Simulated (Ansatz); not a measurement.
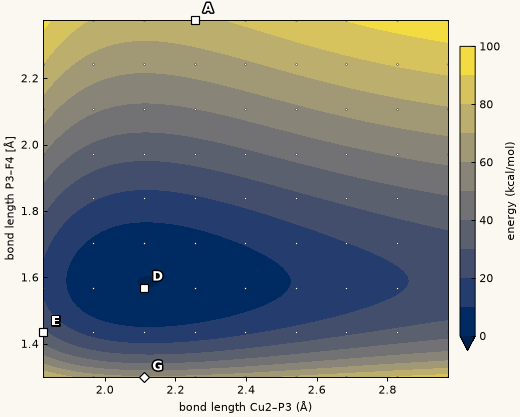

CuF₃HOP, SMILES [OH][Cu-][P+](F)(F)F. 
- First axis: bond length Cu2–P3. Second axis: bond length P3–F4.
- Nothing is relaxed (all other coordinates rigid).
- Grid: 9 × 9 points.
- Points are written as (first, second).
- Energies are in kcal/mol, from the lowest grid point.
- The reference is spin-restricted, which grows unreliable where a bond is stretched far.
- Computed with Ansatz, RKS B3LYP-D4/def2-SVP.

In the figure: filled contours, dots at the grid points, lettered points. Between grid points the surface is interpolated.

Q: Is G the lowest point of the computed grid?

A: No. G lies 61 kcal/mol above the lowest grid point, which is at (2.111 Å, 1.569 Å).

Q: Rank the lettered points by energy, lowest first.

A: D (0 kcal/mol), E (32 kcal/mol), G (61 kcal/mol), A (78 kcal/mol).
